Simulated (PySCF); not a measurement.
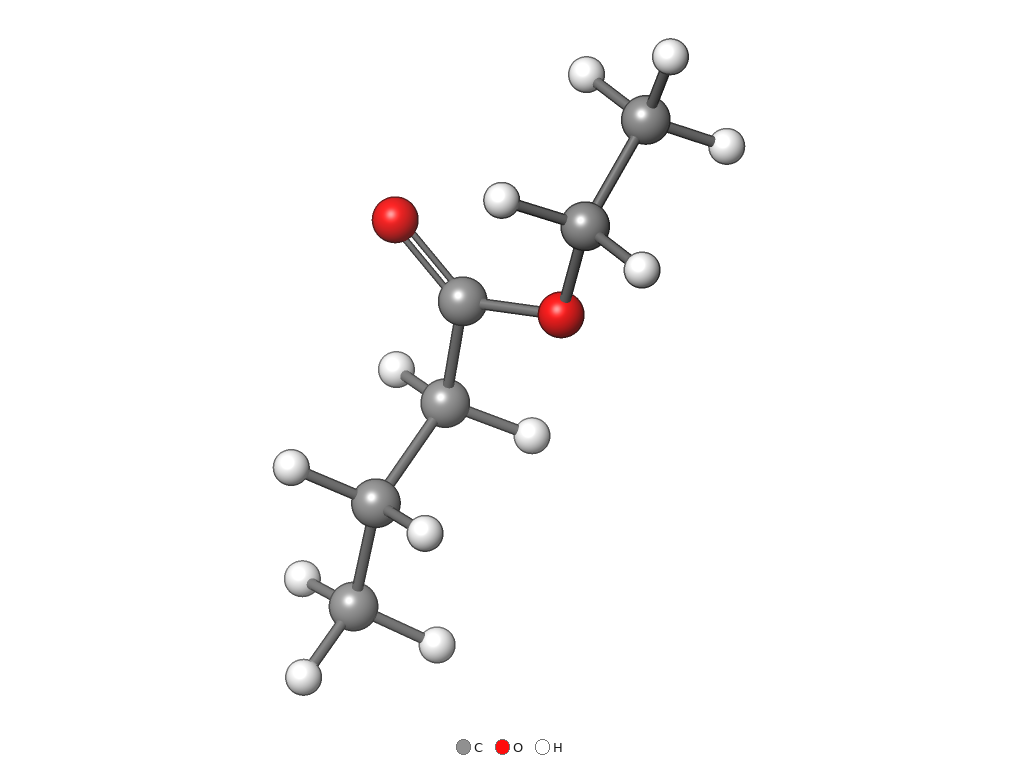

The geometry was computed by an optimisation with PBE0-D3(BJ)/def2-SVP. No frequency run is at hand to confirm it as a minimum.

Draw it as a skeletal formula.

SMILES: CCCC(=O)OCC

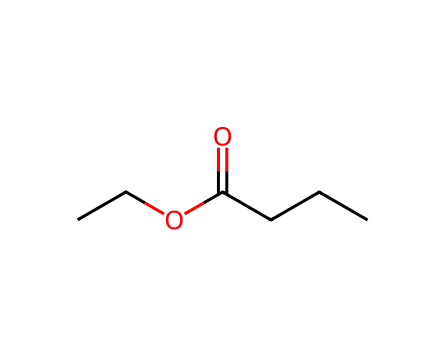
